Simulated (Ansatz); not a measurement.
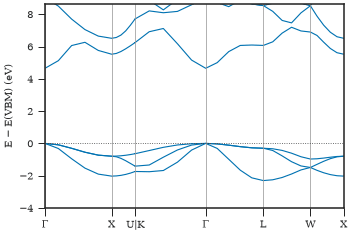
Fig. 1. Band structure from DFT-HSE06 in the program Ansatz with PAW potentials

### Question
Read off the gap and where the band edges lie.

### Answer
About 4.7 eV (4.65 eV among the points solved); maximum at Γ, minimum at Γ.

The material is NaI (rock salt, space group No. 225).

Space group Fm-3m (rock salt). The cell was relaxed with HSE06 under the symmetry of its start. The hybrid was solved on a coarse mesh, the path and, where they were found, the r²SCAN edge points; its band edges are the extreme levels among these. Spin–orbit coupling is left out wherever it is not named.

Potentials: the later of the program's two PAW sets.
